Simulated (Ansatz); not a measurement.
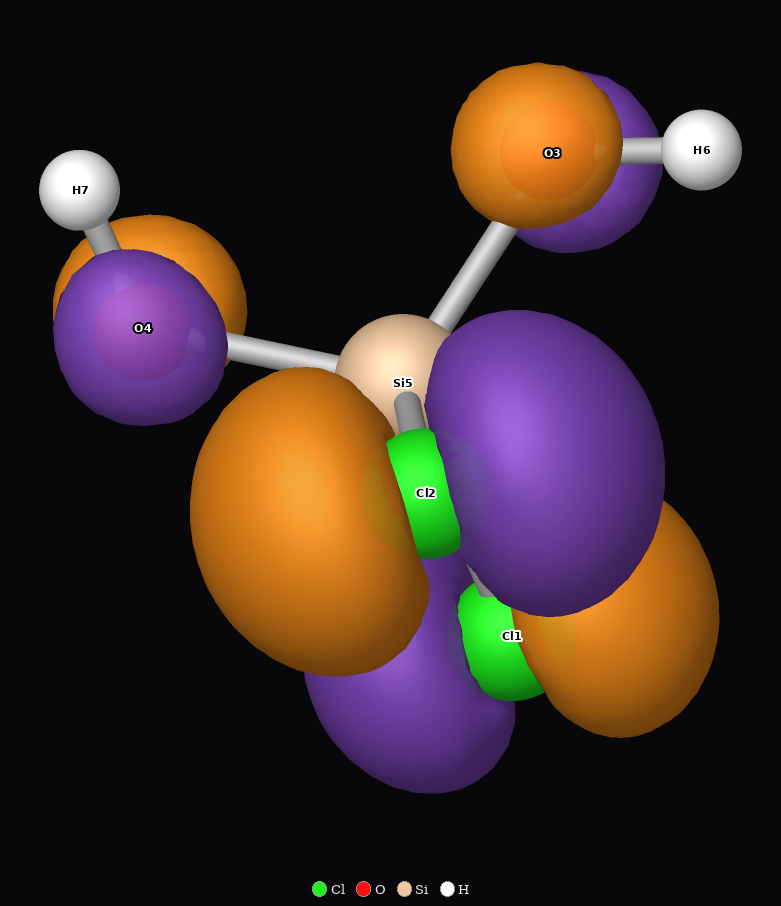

The picture shows: Cl₂H₂O₂Si (SMILES O[Si](O)(Cl)Cl). The HOMO−1 at ±0.15 Å⁻³ᐟ² (orange and purple are the two phases), seen at a tilt.

Geometry: PBE0-D4/def2-SVP.

These are results of Ansatz, isolated molecule in a Gaussian basis; Kohn-Sham density functional theory, functional PBE0, not measurements.

The calculation's input:

```
crystal:
  periodic: [false, false, false]
  atoms:
    - {symbol: Cl, position_ang: [-1.156465, -0.952379, -1.729518]}
    - {symbol: Cl, position_ang: [0.780080, 1.651767, -1.102102]}
    - {symbol: O, position_ang: [-0.870732, 0.321847, 1.044937]}
    - {symbol: O, position_ang: [1.149981, -1.137709, 0.115460]}
    - {symbol: Si, position_ang: [-0.010121, -0.065571, -0.295632]}
    - {symbol: H, position_ang: [-1.473247, 1.070313, 0.998242]}
    - {symbol: H, position_ang: [1.641705, -0.956167, 0.922913]}
basis:
  gaussian: {orbitals: def2-TZVPD}
total_charge: 0
hamiltonian: {xc: pbe0}
output: {forces: true, orbitals: {seedname: orbitals}}
```

Command:

```sh
ansatz run input.yaml --threads 2 --pin off --max-ram 5220MiB --events-out events.jsonl --progress --plain --runs-dir runs
```

What is the character of this orbital?

By Hirshfeld shares it lies mainly on Cl2 (about 50 %), Cl1 (about 25 %), O4 (about 10 %) and O3 (about 10 %); largely a combination of lone pairs on Cl2, Cl1, O4 and O3. Its energy is −9.39 eV.
